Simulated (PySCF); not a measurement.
# NMR shielding calculation of C6H8O

- system: C6H8O
- method: GIAO PBE0/pcSseg-1 NMR shielding, non-relativistic, gas phase (PySCF 2.14.0)

The geometry comes from this level: GFN2-xTB. Figures and captions count atoms from 1; the log counts them from 0 in places.

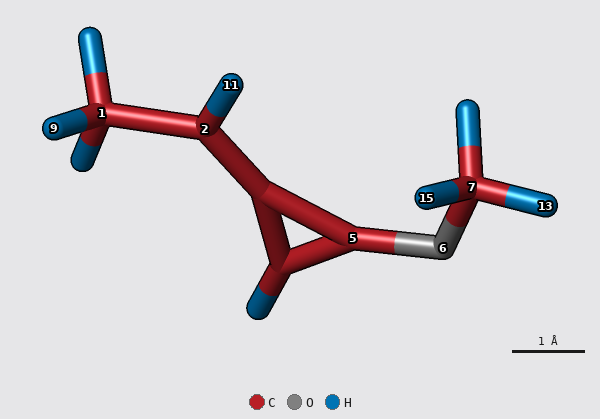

*The input geometry (stick view, seen at a tilt; atoms are numbered from 1 in the order of the input).*

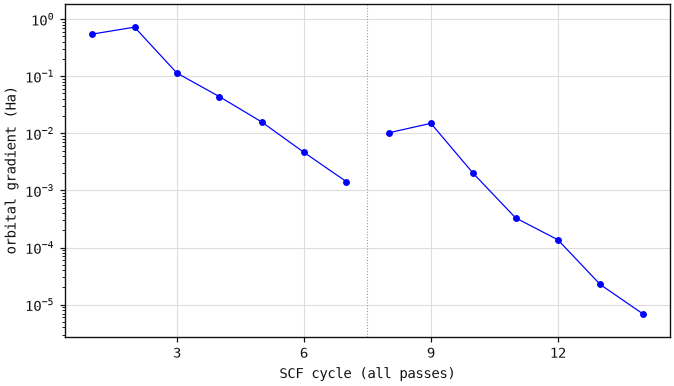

*Convergence of the self-consistent field: orbital gradient against the SCF cycle. The dotted line marks the change from a coarse to the final integration grid.*

The first 7 cycles use a coarse grid, the final grid takes over at cycle 8, and the field converges after 14 cycles in all.

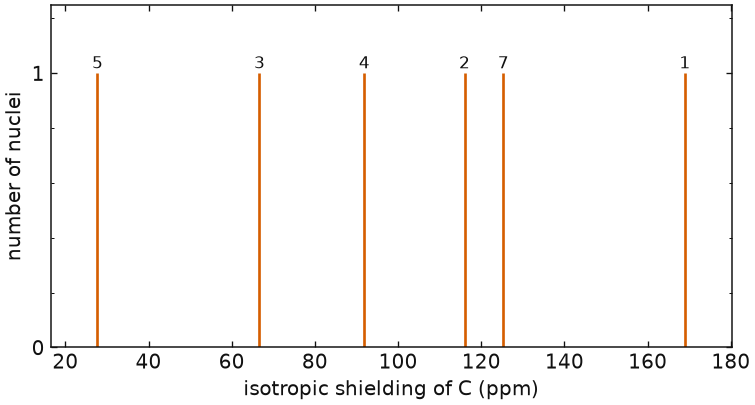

*Isotropic shieldings of the carbon nuclei in this fixed geometry, labelled by atom number; shielding grows to the right, so chemical shift grows to the left.*

The least shielded is C5 (27.7 ppm), the most shielded C1 (168.9 ppm).

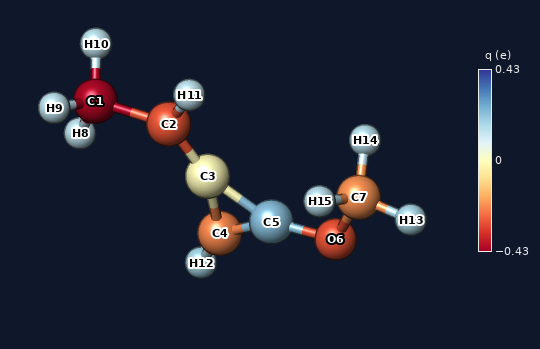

*IAO charges, as the colour of each atom (ball-and-stick view, seen at a tilt; atoms are numbered from 1 in the order of the input).*

By element: C −0.41 to +0.22, O −0.29 and H +0.13 to +0.18 e.

These pictures come from the run below.

Input
```
{"job": {"kind": "nmr", "xc": "PBE0", "basis": "pcSseg-1"}, "charge": 0, "multiplicity": 1}
C     -2.679522     0.050915    -0.484016
C     -1.219052     0.393484    -0.459118
C     -0.279127    -0.454381    -0.103723
C      0.186427    -1.759547     0.355442
C      1.098753    -0.819755     0.134188
O      2.364977    -0.457258     0.129721
C      2.611805     0.874167    -0.299590
H     -2.832810    -0.978671    -0.171548
H     -3.240360     0.705650     0.184248
H     -3.085553     0.175764    -1.488686
H     -0.957390     1.400288    -0.757582
H     -0.039767    -2.752699     0.653231
H      3.684704     1.030397    -0.205383
H      2.307550     1.008147    -1.341052
H      2.074951     1.591489     0.326301
```

The first line tells a small driver script what to run in PySCF; the rest is the geometry in Å.

Launch command:
```bash
OMP_NUM_THREADS=1 python <driver script> task.json out
```

What the program printed
```
coarse grid: 12568 points
cycle   1  E = -308.0222929286  dE =  1.200e+00  |g| = 5.476e-01  |ddm| = 3.563e+00
cycle   2  E = -307.9768788133  dE =  4.541e-02  |g| = 7.241e-01  |ddm| = 1.112e+00
cycle   3  E = -308.0881831412  dE = -1.113e-01  |g| = 1.139e-01  |ddm| = 6.855e-01
cycle   4  E = -308.0908322309  dE = -2.649e-03  |g| = 4.417e-02  |ddm| = 1.406e-01
cycle   5  E = -308.0912620312  dE = -4.298e-04  |g| = 1.590e-02  |ddm| = 5.325e-02
cycle   6  E = -308.0913188736  dE = -5.684e-05  |g| = 4.656e-03  |ddm| = 1.936e-02
cycle   7  E = -308.0913235009  dE = -4.627e-06  |g| = 1.434e-03  |ddm| = 4.879e-03
final grid: 121432 points
cycle   8  E = -308.1442778514  dE = -2.454e-05  |g| = 1.021e-02  |ddm| = 3.269e-02
cycle   9  E = -308.1442560796  dE =  2.177e-05  |g| = 1.499e-02  |ddm| = 1.760e-02
cycle  10  E = -308.1442983063  dE = -4.223e-05  |g| = 1.993e-03  |ddm| = 1.147e-02
cycle  11  E = -308.1442991835  dE = -8.772e-07  |g| = 3.313e-04  |ddm| = 2.005e-03
cycle  12  E = -308.1442992062  dE = -2.269e-08  |g| = 1.367e-04  |ddm| = 4.393e-04
cycle  13  E = -308.1442992108  dE = -4.664e-09  |g| = 2.257e-05  |ddm| = 1.488e-04
cycle  14  E = -308.1442992109  dE = -1.095e-10  |g| = 6.965e-06  |ddm| = 2.415e-05
converged SCF energy = -308.1442992109

GIAO shielding tensors (ppm)
atom      isotropic    diamagn.    paramagn.     s11        s22        s33       span
  0 C      168.943     246.643     -77.700    158.405    162.049    186.376     27.971
  1 C      115.967     255.318    -139.351     52.348    126.246    169.306    116.958
  2 C       66.666     258.122    -191.456    -44.881     63.965    180.913    225.794
  3 C       91.883     256.062    -164.178     12.905     84.879    177.866    164.962
  4 C       27.734     256.217    -228.483    -67.382     39.383    111.200    178.582
  5 O      224.313     392.773    -168.460     73.932    272.252    326.753    252.821
  6 C      125.305     246.216    -120.911     93.182    100.010    182.723     89.541
  7 H       30.123      29.668       0.455     26.202     29.453     34.713      8.511
  8 H       29.827      28.388       1.438     25.378     27.744     36.357     10.979
  9 H       29.830      27.992       1.838     25.368     27.759     36.363     10.995
 10 H       27.622      33.990      -6.369     22.997     29.211     30.656      7.659
 11 H       25.868      34.415      -8.547     24.467     24.778     28.358      3.891
 12 H       27.677      27.509       0.168     24.025     25.905     33.102      9.077
 13 H       27.477      30.192      -2.716     24.330     25.903     32.197      7.868
 14 H       27.463      30.937      -3.473     24.214     26.171     32.005      7.791
```

Key numbers

```tsv
quantity	value
outcome	converged
total energy	−308.144299 hartree
HOMO	−5.38 eV
LUMO	0.41 eV
dipole moment	1.78 D
isotropic shielding, C	27.7 to 168.9 ppm
isotropic shielding, O	224.3 ppm
isotropic shielding, H	25.9 to 30.1 ppm
hardware	1 CPU thread, shared host
wall time	43 s
peak memory	0.73 GiB
```
